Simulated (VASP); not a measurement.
**Quasiparticle energies of SnSe2 in VASP**

Wanted: how far GW moves the Kohn-Sham levels of SnSe2. The cell is of the CdI2 type, one of the forms listed for this formula. The start is a cell from a database of measured crystal structures.

Main program and level: VASP 6.6.1; PBE; plane waves and PAW (Sn_d_GW, Se_GW), in the first sound run; inputs show where later runs differ.

## (1) The starting structure

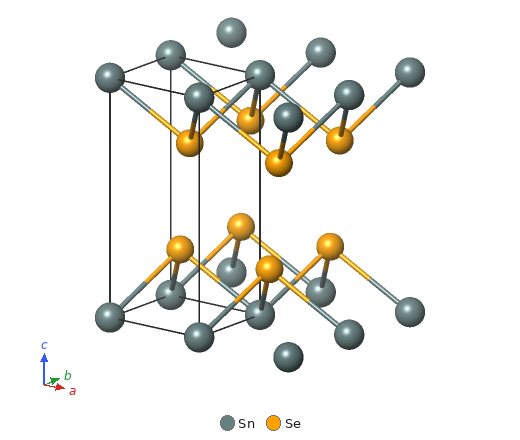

The cell as given, slightly off an axis (tin teal, selenium orange). 2×2×1 cells are drawn. Bonds to atoms that aren't drawn are left out. Some periodic images of atoms are drawn too.

## (2) Ground state, k-mesh 3×3×2

The orbitals come from a self-consistent PBE run with a tight EDIFF and a narrow smearing. KPOINTS_OPT adds the bands along a path, which shows whether the mesh holds the band edges.

Contents of INCAR:

```
SYSTEM = SnSe2
PREC = Accurate
ENCUT = 300
EDIFF = 1E-08
NELM = 100
ISMEAR = 0
SIGMA = 0.01
LREAL = .FALSE.
ALGO = Normal
GGA = PE
NBANDS = 19
LORBIT = 11
LWAVE = .TRUE.
LCHARG = .FALSE.
KPAR = 2
```

Contents of POSCAR:

```
SnSe2
1.0
    3.8110000000      0.0000000000      0.0000000000
   -1.9055000000      3.3004228138      0.0000000000
    0.0000000000      0.0000000000      6.1360000000
Sn Se
1 2
Direct
    0.0000000000      0.0000000000      0.0000000000
    0.3333333333      0.6666666667      0.2490000000
    0.6666666667      0.3333333333      0.7510000000
```

Contents of KPOINTS:

```
Automatic mesh
0
Gamma
3 3 2
0 0 0
```

Contents of KPOINTS_OPT:

```
Line mode
12
Line-mode
Reciprocal
  0.00000000   0.00000000   0.00000000 GAMMA
  0.50000000   0.00000000   0.00000000 M

  0.50000000   0.00000000   0.00000000 M
  0.33333333   0.33333333   0.00000000 K

  0.33333333   0.33333333   0.00000000 K
  0.00000000   0.00000000   0.00000000 GAMMA

  0.00000000   0.00000000   0.00000000 GAMMA
  0.00000000   0.00000000   0.50000000 A

  0.00000000   0.00000000   0.50000000 A
  0.50000000   0.00000000   0.50000000 L

  0.50000000   0.00000000   0.50000000 L
  0.33333333   0.33333333   0.50000000 H

  0.33333333   0.33333333   0.50000000 H
  0.00000000   0.00000000   0.50000000 A

  0.50000000   0.00000000   0.50000000 L
  0.50000000   0.00000000   0.00000000 M

  0.33333333   0.33333333   0.00000000 K
  0.33333333   0.33333333   0.50000000 H
```

The projector-augmented-wave data sets are Sn_d_GW and Se_GW (PBE family, release 64).

Run with:

```console
> mpirun -np 8 vasp_std
```

What it wrote:

```text
[banner, memory and clock lines left out]
running    8 mpi-ranks, on    1 nodes
 distrk:  each k-point on    4 cores,    2 groups
 distr:  one band on    1 cores,    4 groups

 POSCAR found type information on POSCAR SnSe
 POSCAR found :  2 types and       3 ions
|                                                                             |
|           W    W    AA    RRRRR   N    N  II  N    N   GGGG   !!!           |
|           W    W   A  A   R    R  NN   N  II  NN   N  G    G  !!!           |
|           W    W  A    A  R    R  N N  N  II  N N  N  G       !!!           |
|           W WW W  AAAAAA  RRRRR   N  N N  II  N  N N  G  GGG   !            |
|           WW  WW  A    A  R   R   N   NN  II  N   NN  G    G                |
|           W    W  A    A  R    R  N    N  II  N    N   GGGG   !!!           |
|                                                                             |
|     For optimal performance we recommend to set                             |
|       NCORE = 2 up to number-of-cores-per-socket                            |
|     NCORE specifies how many cores store one orbital (NPAR=cpu/NCORE).      |
|     This setting can greatly improve the performance of VASP for DFT.       |
|     The default, NCORE=1 might be grossly inefficient on modern             |
|     multi-core architectures or massively parallel machines. Do your        |
|     Unfortunately you need to use the default for GW and RPA                |
|     calculations (for HF NCORE is supported but not extensively tested      |
|     yet).                                                                   |
|                                                                             |

 LDA part: xc-table for (Slater+PW92), standard interpolation
|                                                                             |
|           W    W    AA    RRRRR   N    N  II  N    N   GGGG   !!!           |
|           W    W   A  A   R    R  NN   N  II  NN   N  G    G  !!!           |
|           W    W  A    A  R    R  N N  N  II  N N  N  G       !!!           |
|           W WW W  AAAAAA  RRRRR   N  N N  II  N  N N  G  GGG   !            |
|           WW  WW  A    A  R   R   N   NN  II  N   NN  G    G                |
|           W    W  A    A  R    R  N    N  II  N    N   GGGG   !!!           |
|                                                                             |
|     The number of bands has been changed from the values supplied in        |
|     The orbitals not found in the WAVECAR file will be initialized with     |
|     random numbers, which is usually adequate. For correlated               |
|     calculations, however, you should redo the groundstate calculation.     |
|     I found NBANDS = 19. Now, NBANDS = 20.                                  |
|                                                                             |

 POSCAR, INCAR and KPOINTS ok, starting setup
 FFT: planning ... GRIDC
 FFT: planning ... GRID_SOFT
 FFT: planning ... GRID
 WAVECAR not read
 entering main loop
       N       E                     dE             d eps       ncg     rms          rms(c)
DAV:   1     0.128732522025E+03    0.12873E+03   -0.85212E+03   360   0.326E+03
DAV:   2    -0.119207379898E+01   -0.12992E+03   -0.12614E+03   400   0.598E+02
DAV:   3    -0.114655605496E+02   -0.10273E+02   -0.10233E+02   368   0.840E+01
DAV:   4    -0.116561885696E+02   -0.19063E+00   -0.19043E+00   340   0.101E+01
DAV:   5    -0.116714205216E+02   -0.15232E-01   -0.15231E-01   404   0.353E+00    0.771E+00
DAV:   6    -0.113603942952E+02    0.31103E+00   -0.58123E-01   392   0.219E+01    0.478E+00
DAV:   7    -0.113335986101E+02    0.26796E-01   -0.21633E-01   336   0.530E+00    0.150E+00
DAV:   8    -0.113342237559E+02   -0.62515E-03   -0.22770E-02   336   0.379E+00    0.143E-01
DAV:   9    -0.113342223052E+02    0.14507E-05   -0.28451E-03   328   0.119E+00    0.374E-02
DAV:  10    -0.113343305810E+02   -0.10828E-03   -0.28521E-04   280   0.132E-01    0.144E-02
DAV:  11    -0.113343506874E+02   -0.20106E-04   -0.34411E-05   320   0.847E-02    0.882E-03
DAV:  12    -0.113343545836E+02   -0.38963E-05   -0.78494E-06   292   0.296E-02    0.239E-03
DAV:  13    -0.113343547326E+02   -0.14902E-06   -0.56715E-07   352   0.757E-03    0.791E-04
DAV:  14    -0.113343546591E+02    0.73557E-07   -0.99900E-08   280   0.345E-03    0.224E-04
DAV:  15    -0.113343546581E+02    0.99271E-09   -0.42255E-09   220   0.138E-03
   1 F= -.11334355E+02 E0= -.11334355E+02  d E =-.993630E-44
 Start KPOINTS_OPT (optional k-point list driver)
k-point batch [1-6\108]
       N       E                     dE             ncg
DAV:   1    -0.298833682893E+03   -0.93696E+03      360
DAV:   2    -0.112013949859E+04   -0.82131E+03      416
DAV:   3    -0.118607106593E+04   -0.65932E+02      384
DAV:   4    -0.118733746594E+04   -0.12664E+01      332
DAV:   5    -0.118745812233E+04   -0.12066E+00      404
DAV:   6    -0.118745840620E+04   -0.28387E-03      336
DAV:   7    -0.118745841164E+04   -0.54449E-05      376
DAV:   8    -0.118745841170E+04   -0.57375E-07      336
DAV:   9    -0.118745841170E+04   -0.12410E-08      264
[...]
k-point batch [103-108\108]
       N       E                     dE             ncg
DAV:   1    -0.364318353797E+03   -0.45455E+04      344
DAV:   2    -0.120637082191E+04   -0.84205E+03      400
DAV:   3    -0.127816941070E+04   -0.71799E+02      360
DAV:   4    -0.127947945211E+04   -0.13100E+01      336
DAV:   5    -0.127957794913E+04   -0.98497E-01      444
DAV:   6    -0.127957814111E+04   -0.19197E-03      312
DAV:   7    -0.127957814495E+04   -0.38422E-05      440
DAV:   8    -0.127957814497E+04   -0.21447E-07      304
DAV:   9    -0.127957814497E+04    0.21805E-09      304
 writing wavefunctions
```

Run time: 5.6 s. Hardware: 8 MPI ranks of AMD EPYC 9R45, shared host; peak memory 0.84 GiB.

The logs omit lines about the potential files and the build; timing stands in the text.

OUTCAR, selected parts (step 2):

```text
ion  position               nearest neighbor table
   1  0.000  0.000  0.000-   2 2.68   3 2.68   2 2.68   3 2.68   3 2.68   2 2.68
   2  0.333  0.667  0.249-   1 2.68   1 2.68   1 2.68
   3  0.667  0.333  0.751-   1 2.68   1 2.68   1 2.68

  LATTYP: Found a hexagonal cell.
 ALAT       =     3.8110000000
 C/A-ratio  =     1.6100760955

 Subroutine GETGRP returns: Found 12 space group operations
 (whereof 12 operations were pure point group operations)

The static configuration has the point symmetry D_3d.

 Found      6 irreducible k-points:

   k-points           NKPTS =      6   k-points in BZ     NKDIM =      6   number of bands    NBANDS=     20

   dimension x,y,z NGX =    24 NGY =   24 NGZ =   36
   dimension x,y,z NGXF=    48 NGYF=   48 NGZF=   72

   ENCUT  =  300.0 eV  22.05 Ry    4.70 a.u.   5.38  5.38  8.67*2*pi/ulx,y,z

   NELECT =      26.0000    total number of electrons

 k-points in reciprocal lattice and weights: Automatic mesh
   0.00000000  0.00000000  0.00000000       0.056
   0.33333333  0.00000000  0.00000000       0.333
   0.33333333  0.33333333  0.00000000       0.111
   0.00000000  0.00000000  0.50000000       0.056
   0.33333333  0.00000000  0.50000000       0.333
   0.33333333  0.33333333  0.50000000       0.111

 average (electrostatic) potential at core
       1 -77.2170       2 -54.0527       3 -54.0527

 E-fermi :   3.4842

 k-point     1 :       0.0000    0.0000    0.0000
  band No.  band energies     occupation
    ...
      9       2.6891      2.00000
     10       2.6891      2.00000
     11       3.0054      2.00000
     12       3.0054      2.00000
     13       3.3876      2.00000
     14       4.4477      0.00000
     15       6.3017      0.00000
     16       7.9930      0.00000
     17       7.9930      0.00000
     18      11.4854      0.00000
    ...

 k-point     2 :       0.3333    0.0000    0.0000
  band No.  band energies     occupation
    ...
      9      -0.7124      2.00000
     10       0.5225      2.00000
     11       1.0150      2.00000
     12       2.8358      2.00000
     13       3.1900      2.00000
     14       4.8939      0.00000
     15       7.3471      0.00000
     16       8.8765      0.00000
     17       9.1837      0.00000
     18      10.0919      0.00000
    ...

 k-point     3 :       0.3333    0.3333    0.0000
  band No.  band energies     occupation
    ...
      9      -0.3269      2.00000
     10      -0.3269      2.00000
     11       0.0251      2.00000
     12       1.8635      2.00000
     13       1.8635      2.00000
     14       4.8021      0.00000
     15      10.0250      0.00000
     16      10.0250      0.00000
     17      10.5832      0.00000
     18      10.7791      0.00000
    ...

  Total        3.5648422      3.5648422      2.2703078     -0.0000000      0.0000000      0.0000000
  in kB       74.0043095     74.0043095     47.1304349     -0.0000000      0.0000000      0.0000000
  external PRESSURE =      65.0463513 kB  Pullay stress =       0.0000000 kB

  energy-cutoff  :      300.00
  volume of cell :       77.18
      direct lattice vectors                 reciprocal lattice vectors
     3.811000000  0.000000000  0.000000000     0.262398321  0.151495741  0.000000000
    -1.905500000  3.300422814  0.000000000     0.000000000  0.302991482  0.000000000
     0.000000000  0.000000000  6.136000000     0.000000000  0.000000000  0.162972621

 POSITION                                       TOTAL-FORCE (eV/Angst)
 -----------------------------------------------------------------------------------
      0.00000      0.00000      0.00000        -0.000000      0.000000      0.000000
     -0.00000      2.20028      1.52786        -0.000000      0.000000      0.693167
      1.90550      1.10014      4.60814         0.000000      0.000000     -0.693167
 -----------------------------------------------------------------------------------
    total drift:                                0.000000      0.000000      0.000000

  FREE ENERGIE OF THE ION-ELECTRON SYSTEM (eV)
  ---------------------------------------------------
  free  energy   TOTEN  =       -11.3343546581 eV

  energy  without entropy=      -11.3343546581  energy(sigma->0) =      -11.33435466

 total charge
# of ion       s       p       d       f       tot
--------------------------------------------------
    1        0.999   1.006  10.201   0.041  12.246
    2        1.467   2.323   0.028   0.000   3.819
    3        1.467   2.323   0.028   0.000   3.819
--------------------------------------------------
tot          3.933   5.653  10.258   0.041  19.884

[... 3 further parts left out ...]
```

This step gave:

```
free energy (TOTEN)               : -11.33 eV
Fermi energy                      : 3.484 eV
pressure                          : 6.505 GPa
least gap on mesh and path        : 0.7058 eV
least direct gap on mesh and path : 1.060 eV
```

The highest empty bands on the path are converged less tightly, to about 0.1 eV. Electronic bands along the path, in eV, zero at the valence-band top; v1 is the highest filled band, c1 the lowest empty one:

```
    point     v4     v3     v2     v1    c1    c2    c3    c4
        Γ  -0.74  -0.42  -0.42  -0.04  1.02  2.87  4.56  4.56
        M  -2.96  -2.73  -1.24  -0.34  1.10  3.72  5.40  5.42
        K  -3.76  -3.40  -1.57  -1.57  1.37  6.59  6.59  7.15
        Γ  -0.74  -0.42  -0.42  -0.04  1.02  2.87  4.56  4.56
        A  -0.83  -0.83  -0.27  -0.27  2.38  2.84  4.29  4.29
        L  -2.57  -2.04  -0.89  -0.73  0.82  4.20  4.77  5.78
        H  -4.26  -3.78  -0.41  -0.41  2.50  4.68  4.68  6.16
        A  -0.83  -0.83  -0.27  -0.27  2.38  2.84  4.29  4.29
jump to L  -2.57  -2.04  -0.89  -0.73  0.82  4.20  4.77  5.78
        M  -2.96  -2.73  -1.24  -0.34  1.10  3.72  5.40  5.42
jump to K  -3.76  -3.40  -1.57  -1.57  1.37  6.59  6.59  7.15
        H  -4.26  -3.78  -0.41  -0.41  2.50  4.68  4.68  6.16
```

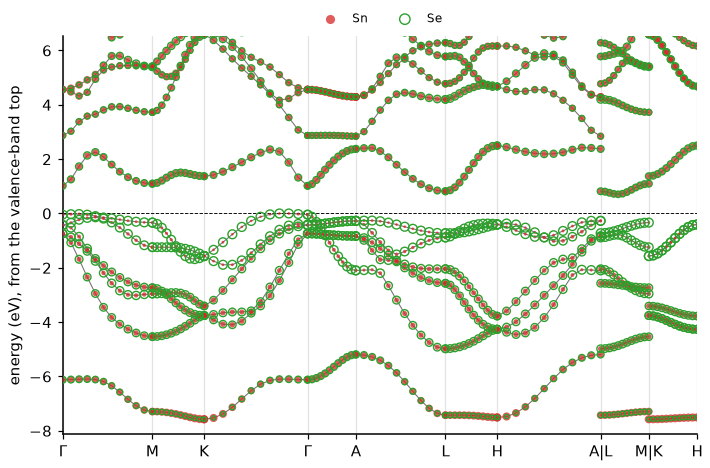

Electronic bands along the path; dots are coloured as in the legend, and their area grows with the weight.

The cell has a gap of 0.706 eV on mesh and path and a pressure of +6.5 GPa, which holds the misfit of the given cell and coordinates with this functional, and any error of cutoff, mesh and data sets. Spin-orbit coupling is left out, which can shift or reorder these edges. Forces of up to 0.69 eV/Å remain in these settings.

## (3) Empty bands, k-mesh 3×3×2

ALGO = Exact makes the empty bands from the converged ground state in one step. LOPTICS writes the k-derivatives of the orbitals (WAVEDER), which give the long-wavelength limit of the screening.

Contents of INCAR:

```
SYSTEM = SnSe2
PREC = Accurate
ENCUT = 300
ISMEAR = 0
SIGMA = 0.01
LREAL = .FALSE.
GGA = PE
NBANDS = 176
ALGO = Exact
NELM = 1
LWAVE = .TRUE.
LCHARG = .FALSE.
LOPTICS = .TRUE.
NEDOS = 1000
CSHIFT = 0.1
```

POSCAR is that of step 2.

KPOINTS is that of step 2.

Run with:

```console
> mpirun -np 8 vasp_std
```

What it wrote:

```text
[banner, memory and clock lines left out]
running    8 mpi-ranks, on    1 nodes
 distrk:  each k-point on    8 cores,    1 groups
 distr:  one band on    1 cores,    8 groups

 POSCAR found type information on POSCAR SnSe
 POSCAR found :  2 types and       3 ions
 [... a notice as in an earlier step ...]

 LDA part: xc-table for (Slater+PW92), standard interpolation
 found WAVECAR, reading the header
  number of bands has changed, file:    20 present:   176
  trying to continue reading WAVECAR, but it might fail
 POSCAR, INCAR and KPOINTS ok, starting setup
 FFT: planning ... GRIDC
 FFT: planning ... GRID_SOFT
 FFT: planning ... GRID
 reading WAVECAR
 random initialization beyond band           20
 the WAVECAR file was read successfully
 initial charge from wavefunction
 entering main loop
       N       E                     dE             d eps       ncg     rms          rms(c)
DIA:   1    -0.113343546719E+02   -0.11334E+02    0.00000E+00     0   0.000E+00
   1 F= -.11334355E+02 E0= -.11334355E+02  d E =-.533223E-13
 writing wavefunctions
 optical routines
 imaginary and real dielectric function
 recalculating local potential from charge density
 direction            1
 direction            2
 direction            3
```

Run time: 2.8 s. Hardware: 8 MPI ranks; peak memory 0.89 GiB; 16 s of CPU time.

OUTCAR, selected parts (step 3):

```text
The static configuration has the point symmetry D_3d.

 Found      6 irreducible k-points:

   k-points           NKPTS =      6   k-points in BZ     NKDIM =      6   number of bands    NBANDS=    176

   NELECT =      26.0000    total number of electrons

 E-fermi :   3.4350

 k-point     3 :       0.3333    0.3333    0.0000
  band No.  band energies     occupation
    ...
      9      -0.3269      2.00000
     10      -0.3269      2.00000
     11       0.0251      2.00000
     12       1.8635      2.00000
     13       1.8635      2.00000
     14       4.8021      0.00000
     15      10.0250      0.00000
     16      10.0250      0.00000
     17      10.5832      0.00000
     18      10.7792      0.00000
    ...

 k-point     4 :       0.0000    0.0000    0.5000
  band No.  band energies     occupation
    ...
      9       1.3341      2.00000
     10       2.5994      2.00000
     11       2.5994      2.00000
     12       3.1592      2.00000
     13       3.1592      2.00000
     14       5.8065      0.00000
     15       6.2736      0.00000
     16       7.7208      0.00000
     17       7.7208      0.00000
     18      11.5558      0.00000
    ...

  Total        3.5651553      3.5651553      2.2701146     -0.0000000      0.0000000      0.0000000
  in kB       74.0108099     74.0108099     47.1264244     -0.0000000      0.0000000      0.0000000
  external PRESSURE =      65.0493481 kB  Pullay stress =       0.0000000 kB

 POSITION                                       TOTAL-FORCE (eV/Angst)
 -----------------------------------------------------------------------------------
      0.00000      0.00000      0.00000         0.000000      0.000000      0.000000
     -0.00000      2.20028      1.52786         0.000000     -0.000000      0.693200
      1.90550      1.10014      4.60814        -0.000000      0.000000     -0.693200
 -----------------------------------------------------------------------------------
    total drift:                                0.000000      0.000000      0.000000

  FREE ENERGIE OF THE ION-ELECTRON SYSTEM (eV)
  ---------------------------------------------------
  free  energy   TOTEN  =       -11.3343546719 eV

  energy  without entropy=      -11.3343546719  energy(sigma->0) =      -11.33435467

 plasma frequency squared (from intraband transitions) (eV^2)
  --------------------------------------------------------------------------------------
       0.000       0.000       0.000
       0.000       0.000       0.000
       0.000       0.000       0.000

[... 10 parts as in an earlier step ...]

[... 2 further parts left out ...]
```

WAVECAR now holds 176 bands for 26 electrons. Its independent-particle dielectric tensor has xx, yy, zz = 23.7, 23.7, 21.5 on this mesh, which isn't tested for convergence in mesh or bands and lacks local fields.

(Part 1 of 3 ends here.)

[Lines on the potential files, build, host, timing and source positions are cut from VASP's logs without a mark.]

[Logs are printed without paths, hosts, clocks, repeated set-up lines and the standing remarks that a program may print on its own settings, such as how far it seeks lower states.]

[Hosts, paths, dates, database ids (printed as entryN), source tags and the programs' standing remarks are cut or masked in the printed files.]

[Pressures printed for these runs are not shown converged in the cutoff: they can be off by several GPa and have the wrong sign.]
